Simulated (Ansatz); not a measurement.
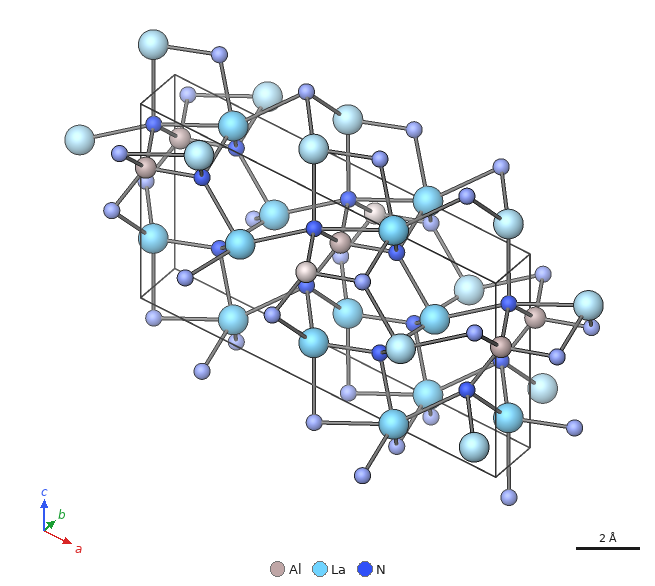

The image is a ball-and-stick drawing of a crystal, viewed slightly off an axis. The parallelepiped is the conventional unit cell. The bonded neighbours beyond the faces are included, in fainter colours.

La3AlN4, space group Cm (No. 8), a = 12.904 Å, b = 3.780 Å, c = 6.429 Å, α = 90.00°, β = 112.90°, γ = 90.00°. Source of the structure: a structure type filled with these elements by a generator (whether the compound takes this form wasn't checked). Earlier steps of the study, as a rule a relaxation of our own, may have changed the cell and positions, so they can lie some per cent off the listed ones. It was the input of a calculation with Ansatz.

This one geometry was computed with Ansatz (DFT, plane waves, PAW) at five levels of theory: HSE06, PBE, PBE0, PBE with spin-orbit coupling and r2SCAN. It was relaxed beforehand with r2SCAN.

**Which level gives the highest pressure at this volume, and what does that say about its equilibrium volume?**

Highest: PBE (1.1 GPa) and PBE with spin-orbit coupling (1.0 GPa), which points to the largest equilibrium volume. Lowest, with the smallest volume: HSE06 (-0.9 GPa) and PBE0 (-0.8 GPa). Levels within 0.5 GPa of each other can't be told apart.

**How does the band gap change with the level of theory?**

PBE with spin-orbit coupling: a gap of 0.53 eV, indirect; PBE: a gap of 0.56 eV, indirect; r2SCAN: a gap of 0.85 eV, indirect; HSE06: a gap of 1.44 eV, indirect; PBE0: a gap of 2.12 eV, indirect.

**Collect the results in a table.**

| level | cutoff (eV) | k-mesh of the run's cell | gap (eV) | pressure (GPa) |
| --- | --- | --- | --- | --- |
| HSE06 | 420 | 4×4×4 | 1.44 | -0.9 |
| PBE | 420 | 8×8×4 | 0.56 | 1.1 |
| PBE0 | 420 | 4×4×4 | 2.12 | -0.8 |
| PBE with spin-orbit coupling | 420 | 8×8×4 | 0.53 | 1.0 |
| r2SCAN | 500 | 8×8×4 | 0.85 | 0.0 |

Gaps are taken on the k-mesh or band path of each run.
